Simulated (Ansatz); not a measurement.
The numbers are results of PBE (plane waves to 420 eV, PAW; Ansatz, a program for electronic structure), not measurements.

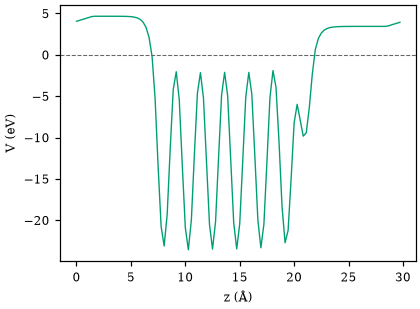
*Electrostatic potential energy of an electron, averaged over planes parallel to the surface, in eV from the Fermi level, for a constructed model of the (110) surface of bcc Mo, a cell of two sites (a+b, b-a), one Mo adatom (bottom of the slab: a bare face, its two planes held)*

Model: 13-atom slab, 14.0 Å thick at the start with caps and adatoms (thin: gaps and levels are the slab's own), 12x9x1 mesh, Fermi-Dirac 0.1 eV, dipole correction, 4 atoms held, the rest relaxed; held to the start's symmetry, so lower structures may exist; no spin, no spin-orbit, no U. It is one candidate, not shown to be the stable structure of the face.

Q: The surface cell has an area of 14.13 Å². What dipole along the normal does the step between the two vacuum levels imply?

A: the top vacuum level lies 1.22 eV below the bottom one; p = −ε₀ A ΔV (ε₀ = 0.005526 e/(V·Å)) gives 0.10 e·Å a cell.
